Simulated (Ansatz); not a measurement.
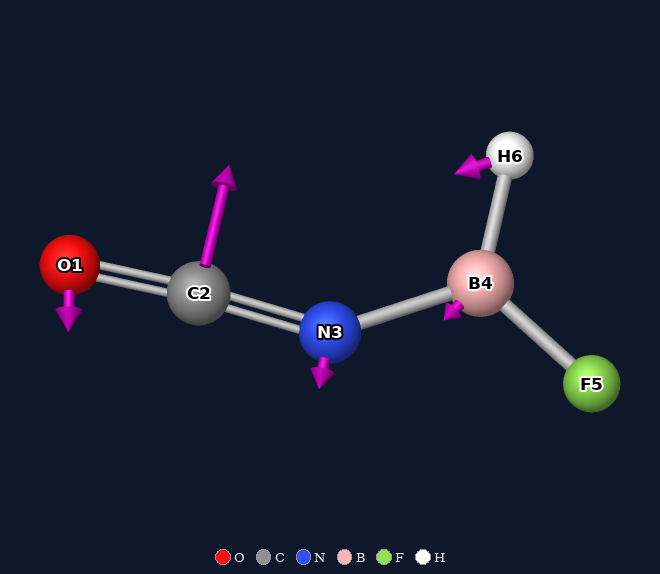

The arrows show one normal mode. Harmonic vibrations computed with RKS PBE0-D4/def2-TZVP (Ansatz 0.2.0) at a stationary point of the same level.

**What kind of motion is it?**

Mostly B–N–C bending.

**Estimate its harmonic wavenumber.**

640 cm⁻¹; it is mode 4 of 12 counted from the lowest.
